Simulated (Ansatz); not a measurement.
# BNH2 (triplet): correlated methods under varied settings at a displaced geometry (v2)

What do other methods and options give for BNH2 (triplet) at this geometry, and how long do they take?

Program: Ansatz 0.2.0, Gaussian basis. Level of theory: the settings change from run to run. These are calculated values, not measurements.

22 further runs of the same task are left out: 9 that didn't finish, 13 set aside as unsound or not needed.

## (1) The geometry

The geometry is a PBE0/def2-TZVP stationary point (not a proven minimum) with its atoms shifted at random (size 0.100 Å).

4 atoms, charge 0, spin multiplicity 3.

Atoms are counted from 1 here; the program's logs count them from 0.

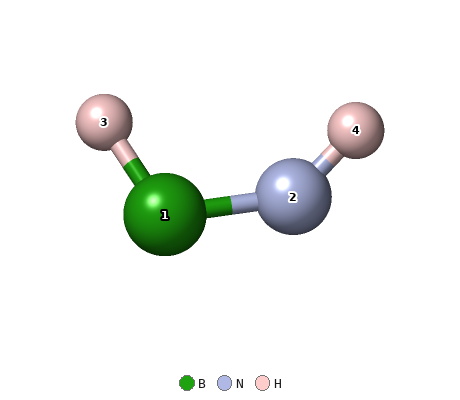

The geometry (boron green, nitrogen light blue, hydrogen pink); atoms are numbered from 1 in the order of the file.

## (2) NEVPT4(SD)(10,6)/STO-3G

in.yaml reads:

```yaml
crystal:
  periodic: [false, false, false]
  atoms:
    - {symbol: B, position_ang: [0.089570, -0.124495, 0.766907]}
    - {symbol: N, position_ang: [-0.075304, -0.014537, -0.593381]}
    - {symbol: H, position_ang: [0.001316, 0.931875, 1.327007]}
    - {symbol: H, position_ang: [0.084425, 0.605446, -1.306893]}
basis:
  gaussian: {orbitals: STO-3G}
magnetization: {spin_polarized: false, initial_magnetization: 2}
correlation: {method: fic_nevpt4_sd, electrons: all, active_space: {window: {electrons: 10, orbitals: 6}}}
```

The run is started by

```sh
ansatz run in.yaml --threads 1 --pin off --events-out ev --progress --plain --max-ram 2393MiB
```

The program printed:

```text
Functional definition: HF
  name "HF"
  cite "Fock, Z. Phys. 61, 126 (1930) doi:10.1007/BF01340294"
  parent pbe
  exchange = exact_x
  correlation = 0
156 factors; integrals over basis functions are off by at most 6.1e-5 eV
mean field evaluation 1: about -2151.9065 eV, gradient 1.1e1 eV
mean field evaluation 2: about -2151.9453 eV, gradient 1.1e1 eV
mean field evaluation 4: about -2153.3016 eV, gradient 1.3e0 eV
mean field evaluation 8: about -2153.3167 eV, gradient 9.8e-3 eV
mean field evaluation 16: about -2152.7871 eV, gradient 1.6e0 eV
mean field -2153.31665402 eV, -79.1329274646 hartree, gradient 1.8e-6 eV, S^2 2.000000; 3 other end points of the search recorded, 0 dependent functions left out
reference -2153.31665402 eV, -79.1329274646 hartree; 8, 6 occupied and 4, 6 virtual orbitals, 156 factors
state -2153.31763125 eV, -79.1329633772 hartree
state -2153.31763125 eV, -79.1329633772 hartree; corrected -2155.36654215 eV, -79.2082594641 hartree
Total energy: -2155.36654215 eV, -79.2082594641 hartree
```

It took 0.21 s on 1 thread of Arm Neoverse V2, shared host.

From the report: 36 determinants; active occupations 2.00, 2.00, 2.00, 2.00, 1.00, 1.00.

## (3) MP2 on ROHF/cc-pVDZ

in.yaml, as its differences from that of step 2:

```diff
@@ -8,4 +8,4 @@
 basis:
-  gaussian: {orbitals: STO-3G}
+  gaussian: {orbitals: cc-pVDZ, fitting: {mean_field: def2-universal-jkfit}}
 magnetization: {spin_polarized: false, initial_magnetization: 2}
-correlation: {method: fic_nevpt4_sd, electrons: all, active_space: {window: {electrons: 10, orbitals: 6}}}
+correlation: {method: mp2, electrons: valence}
```

Same command.

The program printed:

```text
Functional definition: HF
  name "HF"
  cite "Fock, Z. Phys. 61, 126 (1930) doi:10.1007/BF01340294"
  parent pbe
  exchange = exact_x
  correlation = 0
188 factors; integrals over basis functions are off by at most 2.7e-1 eV
mean field evaluation 1: about -2180.0273 eV, gradient 1.8e1 eV
mean field evaluation 2: about -2181.5129 eV, gradient 1.1e1 eV
mean field evaluation 4: about -2182.0141 eV, gradient 7.2e-1 eV
mean field evaluation 8: about -2182.0296 eV, gradient 5.9e-5 eV
mean field evaluation 16: about -2181.1704 eV, gradient 1.8e0 eV
mean field -2182.02964433 eV, -80.1881103962 hartree, gradient 1.8e-6 eV, S^2 2.000000; 4 other end points of the search recorded, 0 dependent functions left out
mean field evaluation 32: about -2181.6377 eV, gradient 4.5e0 eV
2 core orbitals not correlated: weight in the atoms' cores, before any rotation towards them, 1.000 or more for the frozen orbitals, at most 0.000 for the correlated occupied ones
reference -2182.02964433 eV, -80.1881103962 hartree; 6, 4 occupied and 30, 32 virtual orbitals, 188 factors
second order -5.32309615 eV of doubles, -0.07977437 eV of singles
Total energy: -2187.43251485 eV, -80.3866622256 hartree
```

Run time: 0.24 s. Hardware: 1 thread of Arm Neoverse V2, shared host.

## (4) MP2 on ROHF/6-31G

in.yaml, as its differences from that of step 3:

```diff
@@ -8,4 +8,5 @@
 basis:
-  gaussian: {orbitals: cc-pVDZ, fitting: {mean_field: def2-universal-jkfit}}
+  gaussian: {orbitals: 6-31G, fitting: {mean_field: def2-universal-jkfit}}
 magnetization: {spin_polarized: false, initial_magnetization: 2}
-correlation: {method: mp2, electrons: valence}
+correlation: {method: mp2, electrons: outside_noble_gas}
+output: {forces: true}
```

The command is unchanged.

The program printed (excerpt; [...] marks lines left out):

```text
Functional definition: HF
  name "HF"
  cite "Fock, Z. Phys. 61, 126 (1930) doi:10.1007/BF01340294"
  parent pbe
[...]
188 factors; integrals over basis functions are off by at most 5.1e-2 eV
[...]
mean field -2181.07169676 eV, -80.1529064725 hartree, gradient 8.5e-7 eV, S^2 2.000000; 4 other end points of the search recorded, 0 dependent functions left out
[...]
2 core orbitals not correlated: weight in the atoms' cores, before any rotation towards them, 1.000 or more for the frozen orbitals, at most 0.000 for the correlated occupied ones
reference -2181.07169676 eV, -80.1529064725 hartree; 6, 4 occupied and 14, 16 virtual orbitals, 188 factors
second order -3.23628636 eV of doubles, -0.02384725 eV of singles
[...]
Total energy: -2184.33183037 eV, -80.2727141729 hartree
Atom 0 at     0.089570    -0.124495     0.766907 Å, force    -0.125209    -0.217346     1.453635 eV/Å
Atom 1 at    -0.075304    -0.014537    -0.593381 Å, force    -0.294233    -2.145194     0.519517 eV/Å
Atom 2 at     0.001316     0.931875     1.327007 Å, force     0.138428     0.271088     0.354814 eV/Å
Atom 3 at     0.084425     0.605446    -1.306893 Å, force     0.281014     2.091452    -2.327965 eV/Å
Dipole moment:     0.109735     0.212331    -0.309338 e Å
```

Run time: 0.18 s. Hardware: 1 thread of Arm Neoverse V2, shared host.

## (5) BCCD(T) on UHF/6-31G

in.yaml reads:

```yaml
crystal:
  periodic: [false, false, false]
  atoms:
    - {symbol: B, position_ang: [0.089570, -0.124495, 0.766907]}
    - {symbol: N, position_ang: [-0.075304, -0.014537, -0.593381]}
    - {symbol: H, position_ang: [0.001316, 0.931875, 1.327007]}
    - {symbol: H, position_ang: [0.084425, 0.605446, -1.306893]}
basis:
  gaussian: {orbitals: 6-31G}
magnetization: {spin_polarized: true, initial_magnetization: 2}
correlation: {method: bccd_t, electrons: all}
```

The command is unchanged.

The program printed (excerpt; [...] marks lines left out):

```text
Functional definition: HF
  name "HF"
  cite "Fock, Z. Phys. 61, 126 (1930) doi:10.1007/BF01340294"
  parent pbe
[...]
322 factors; integrals over basis functions are off by at most 2.6e-4 eV
[...]
mean field -2181.11374263 eV, -80.1544516295 hartree, gradient 8.9e-6 eV, S^2 2.004326; 6 other end points of the search recorded, 0 dependent functions left out
determinant -2181.11374263 eV, -80.1544516295 hartree, with singles and doubles -2185.03729572 eV, -80.2986395462 hartree
determinant -2180.23513571 eV, -80.1221634207 hartree, with singles and doubles -2183.96449944 eV, -80.2592150099 hartree
determinant -2177.84241830 eV, -80.0342326779 hartree, with singles and doubles -2181.83267138 eV, -80.1808717739 hartree
reference -2181.11374263 eV, -80.1544516295 hartree; 8, 6 occupied and 14, 16 virtual orbitals, 322 factors
second order -3.28948232 eV of doubles, -0.00000000 eV of singles
cycle   1  -3.90933625 eV  change    1.4e-2 eV  update   1.1e-2
[...]
cycle  13  -3.91272193 eV  change    7.8e-6 eV  update   1.2e-5
perturbative correction -0.11891513 eV, -0.0043700504 hartree
Total energy: -2185.14537969 eV, -80.3026115588 hartree
```

Wall time 0.66 s (1 thread of Arm Neoverse V2, shared host).

From the report: ⟨S²⟩ of the determinant 2.004 (pure triplet: 2.00); correlation -4.0316 eV; largest double amplitude 0.08.

## (6) CASCI(4,3)/6-31G

in.yaml, as its differences from that of step 5:

```diff
@@ -9,3 +9,4 @@
   gaussian: {orbitals: 6-31G}
-magnetization: {spin_polarized: true, initial_magnetization: 2}
-correlation: {method: bccd_t, electrons: all}
+magnetization: {spin_polarized: false, initial_magnetization: 2}
+correlation: {active_space: {window: {electrons: 4, orbitals: 3}, fixed_orbitals: true}}
+output: {forces: true}
```

Same command.

The program printed (excerpt; [...] marks lines left out):

```text
Functional definition: HF
  name "HF"
  cite "Fock, Z. Phys. 61, 126 (1930) doi:10.1007/BF01340294"
  parent pbe
[...]
322 factors; integrals over basis functions are off by at most 2.6e-4 eV
[...]
mean field -2181.07205327 eV, -80.1529195739 hartree, gradient 1.3e-6 eV, S^2 2.000000; 4 other end points of the search recorded, 0 dependent functions left out
reference -2181.07205327 eV, -80.1529195739 hartree; 8, 6 occupied and 14, 16 virtual orbitals, 322 factors
state -2181.07205327 eV, -80.1529195739 hartree
[...]
Total energy: -2181.07205327 eV, -80.1529195739 hartree
Atom 0 at     0.089570    -0.124495     0.766907 Å, force    -0.167777     0.341287     1.254893 eV/Å
Atom 1 at    -0.075304    -0.014537    -0.593381 Å, force    -0.159443    -1.629274     0.070815 eV/Å
Atom 2 at     0.001316     0.931875     1.327007 Å, force     0.162750    -0.149770     0.339052 eV/Å
Atom 3 at     0.084425     0.605446    -1.306893 Å, force     0.164470     1.437758    -1.664760 eV/Å
Dipole moment:     0.133040     0.196903    -0.245803 e Å
```

Run time: 0.18 s. Hardware: 1 thread of Arm Neoverse V2, shared host.

From the report: 9 determinants; active occupations 2.00, 1.00, 1.00. With so small a space the active step adds no correlation: the energy is the mean field's.

## (7) BCCD(T) on UHF/cc-pVDZ

in.yaml reads:

```yaml
crystal:
  periodic: [false, false, false]
  atoms:
    - {symbol: B, position_ang: [0.089570, -0.124495, 0.766907]}
    - {symbol: N, position_ang: [-0.075304, -0.014537, -0.593381]}
    - {symbol: H, position_ang: [0.001316, 0.931875, 1.327007]}
    - {symbol: H, position_ang: [0.084425, 0.605446, -1.306893]}
basis:
  gaussian: {orbitals: cc-pVDZ}
magnetization: {spin_polarized: true, initial_magnetization: 2}
correlation: {method: bccd_t, electrons: outside_noble_gas, diis_vectors: 12}
```

Same command.

The program printed (excerpt; [...] marks lines left out):

```text
Functional definition: HF
  name "HF"
  cite "Fock, Z. Phys. 61, 126 (1930) doi:10.1007/BF01340294"
  parent pbe
[...]
355 factors; integrals over basis functions are off by at most 9.4e-4 eV
[...]
mean field -2182.14668213 eV, -80.1924114561 hartree, gradient 2.7e-6 eV, S^2 2.007559; 7 other end points of the search recorded, 0 dependent functions left out
determinant -2182.14668213 eV, -80.1924114561 hartree, with singles and doubles -2188.21899263 eV, -80.4155647511 hartree
determinant -2181.31558939 eV, -80.1618693614 hartree, with singles and doubles -2187.28357536 eV, -80.3811888004 hartree
determinant -2178.86243454 eV, -80.0717175834 hartree, with singles and doubles -2185.04394671 eV, -80.2988839658 hartree
2 core orbitals not correlated: weight in the atoms' cores, before any rotation towards them, 1.000 or more for the frozen orbitals, at most 0.000 for the correlated occupied ones
reference -2182.14668213 eV, -80.1924114561 hartree; 6, 4 occupied and 30, 32 virtual orbitals, 355 factors
second order -5.28420132 eV of doubles, -0.00000000 eV of singles
cycle   1  -6.05787551 eV  change    1.4e-2 eV  update   8.8e-3
[...]
cycle  13  -6.06084259 eV  change   -1.1e-7 eV  update   5.7e-6
perturbative correction -0.18643887 eV, -0.0068515022 hartree
Total energy: -2188.39396359 eV, -80.4219948152 hartree
```

Run time: 1.5 s. Hardware: 1 thread of Arm Neoverse V2, shared host.

From the report: ⟨S²⟩ of the determinant 2.008 (pure triplet: 2.00); correlation -6.2473 eV; largest double amplitude 0.05.

## (8) HF/cc-pVDZ

in.yaml, as its differences from that of step 7:

```diff
@@ -9,3 +9,4 @@
   gaussian: {orbitals: cc-pVDZ}
-magnetization: {spin_polarized: true, initial_magnetization: 2}
-correlation: {method: bccd_t, electrons: outside_noble_gas, diis_vectors: 12}
+magnetization: {spin_polarized: false, initial_magnetization: 2}
+hamiltonian: {xc: hf}
+output: {forces: true, orbitals: {seedname: orbitals}}
```

Launched as before.

The program printed (excerpt; [...] marks lines left out):

```text
Functional definition: HF
  name "HF"
  cite "Fock, Z. Phys. 61, 126 (1930) doi:10.1007/BF01340294"
  parent pbe
[...]
355 factors; integrals over basis functions are off by at most 9.4e-4 eV
[...]
mean field -2182.02999899 eV, -80.1881234298 hartree, gradient 4.8e-6 eV, S^2 2.000000; 3 other end points of the search recorded, 0 dependent functions left out
[...]
reference -2182.02999899 eV, -80.1881234298 hartree; 8, 6 occupied and 30, 32 virtual orbitals, 355 factors
Total energy: -2182.02999899 eV, -80.1881234298 hartree
Atom 0 at     0.089570    -0.124495     0.766907 Å, force     0.023431     0.276905     0.671208 eV/Å
Atom 1 at    -0.075304    -0.014537    -0.593381 Å, force    -0.524833    -2.114554     0.608458 eV/Å
Atom 2 at     0.001316     0.931875     1.327007 Å, force     0.073346     0.083667     0.468804 eV/Å
Atom 3 at     0.084425     0.605446    -1.306893 Å, force     0.428056     1.753982    -1.748469 eV/Å
Dipole moment:     0.098955     0.177634    -0.291419 e Å
```

It took 0.27 s on 1 thread of Arm Neoverse V2, shared host.

## (9) CASSCF(4,9)/cc-pVDZ

in.yaml, as its differences from that of step 8:

```diff
@@ -10,3 +10,4 @@
 magnetization: {spin_polarized: false, initial_magnetization: 2}
-hamiltonian: {xc: hf}
-output: {forces: true, orbitals: {seedname: orbitals}}
+correlation: {active_space: {window: {electrons: 4, orbitals: 9}}}
+accuracy: high
+output: {forces: true}
```

Launched as before.

The program printed (excerpt; [...] marks lines left out):

```text
Functional definition: HF
  name "HF"
  cite "Fock, Z. Phys. 61, 126 (1930) doi:10.1007/BF01340294"
  parent pbe
[...]
810 factors; integrals over basis functions are off by at most 3.1e-9 eV
[...]
mean field -2182.03002398 eV, -80.1881243482 hartree, gradient 2.3e-8 eV, S^2 2.000000; 4 other end points of the search recorded, 0 dependent functions left out
reference -2182.03002398 eV, -80.1881243482 hartree; 8, 6 occupied and 30, 32 virtual orbitals, 810 factors
state -2183.12382034 eV, -80.2283206231 hartree
[...]
Total energy: -2183.12382034 eV, -80.2283206231 hartree
Atom 0 at     0.089570    -0.124495     0.766907 Å, force     0.094295     0.235610     0.740662 eV/Å
Atom 1 at    -0.075304    -0.014537    -0.593381 Å, force    -0.617671    -2.098160     0.594147 eV/Å
Atom 2 at     0.001316     0.931875     1.327007 Å, force     0.043609     0.096234     0.471829 eV/Å
Atom 3 at     0.084425     0.605446    -1.306893 Å, force     0.479767     1.766315    -1.806638 eV/Å
Dipole moment:     0.086710     0.179828    -0.329525 e Å
```

It took 5.5 s on 1 thread of Arm Neoverse V2, shared host.

From the report: 1,296 determinants; active occupations 1.96, 1.00, 0.99, 0.03, 0.01, 0.00, 0.00, 0.00, 0.00.

## (10) BCCD on ROHF/cc-pVDZ

in.yaml, as its differences from that of step 9:

```diff
@@ -10,4 +10,3 @@
 magnetization: {spin_polarized: false, initial_magnetization: 2}
-correlation: {active_space: {window: {electrons: 4, orbitals: 9}}}
-accuracy: high
+correlation: {method: bccd, electrons: valence}
 output: {forces: true}
```

The command is unchanged.

The program printed (excerpt; [...] marks lines left out):

```text
Functional definition: HF
  name "HF"
  cite "Fock, Z. Phys. 61, 126 (1930) doi:10.1007/BF01340294"
  parent pbe
[...]
355 factors; integrals over basis functions are off by at most 9.4e-4 eV
[...]
mean field -2182.02999899 eV, -80.1881234298 hartree, gradient 2.5e-6 eV, S^2 2.000000; 6 other end points of the search recorded, 0 dependent functions left out
[...]
determinant -2182.02999899 eV, -80.1881234298 hartree, with singles and doubles -2188.21715993 eV, -80.4154974006 hartree
determinant -2181.18631399 eV, -80.1571185779 hartree, with singles and doubles -2187.28160819 eV, -80.3811165081 hartree
2 core orbitals not correlated: weight in the atoms' cores, before any rotation towards them, 1.000 or more for the frozen orbitals, at most 0.000 for the correlated occupied ones
reference -2182.02999899 eV, -80.1881234298 hartree; 6, 4 occupied and 30, 32 virtual orbitals, 355 factors
second order -5.32613706 eV of doubles, -0.07978110 eV of singles
cycle   1  -6.17493143 eV  change    1.2e-2 eV  update   8.9e-3
[...]
cycle  17  -6.17685825 eV  change    1.6e-7 eV  update   3.4e-7
[...]
Total energy: -2188.20685724 eV, -80.4151187836 hartree
Atom 0 at     0.089570    -0.124495     0.766907 Å, force     0.003131    -0.406421     0.744473 eV/Å
Atom 1 at    -0.075304    -0.014537    -0.593381 Å, force    -0.527778    -2.444612     1.203546 eV/Å
Atom 2 at     0.001316     0.931875     1.327007 Å, force     0.054183     0.550714     0.468793 eV/Å
Atom 3 at     0.084425     0.605446    -1.306893 Å, force     0.470465     2.300319    -2.416812 eV/Å
Dipole moment:     0.075523     0.195399    -0.340952 e Å
```

Run time: 2.6 s. Hardware: 1 thread of Arm Neoverse V2, shared host.

From the report: correlation -6.1769 eV; largest double amplitude 0.05.

## (11) All runs side by side

Where basis and cores are those of an earlier UCCSDT(Q)/cc-pVDZ run (-2188.4413 eV), and the state is the same kind, the miss against it is given.

| level | correlated | functions | energy (eV) | from UCCSDT(Q) (meV) | time |
| --- | --- | --- | --- | --- | --- |
| NEVPT4(SD)(10,6)/STO-3G | all | 12 | -2155.3665 |  | 0.21 s |
| MP2 on ROHF/cc-pVDZ | valence | 38 | -2187.4325 | 1008.8 | 0.24 s |
| MP2 on ROHF/6-31G | outside noble gas | 22 | -2184.3318 |  | 0.18 s |
| BCCD(T) on UHF/6-31G | all | 22 | -2185.1454 |  | 0.66 s |
| CASCI(4,3)/6-31G |  | 22 | -2181.0721 |  | 0.18 s |
| BCCD(T) on UHF/cc-pVDZ | outside noble gas | 38 | -2188.3940 | 47.4 | 1.5 s |
| HF/cc-pVDZ |  | 38 | -2182.0300 | 6411.3 | 0.27 s |
| CASSCF(4,9)/cc-pVDZ |  | 38 | -2183.1238 | 5317.5 | 5.5 s |
| BCCD on ROHF/cc-pVDZ | valence | 38 | -2188.2069 | 234.5 | 2.6 s |

## (12) Outcome

| quantity | value |
| --- | --- |
| runs | 9 |
| quickest | MP2 on ROHF/6-31G, 0.18 s |
| slowest | CASSCF(4,9)/cc-pVDZ, 5.5 s |

**Reading.** Total energies in different bases, with other cores or another treatment of relativity can't be set against each other. CASSCF(4,9)/cc-pVDZ took 31 times as long as MP2 on ROHF/6-31G; the jobs differ in more than the method. Among the correlated runs with a miss given, it spans +47 to +1009 meV. Hartree-Fock, CASSCF and CASCI lack dynamic correlation by design.
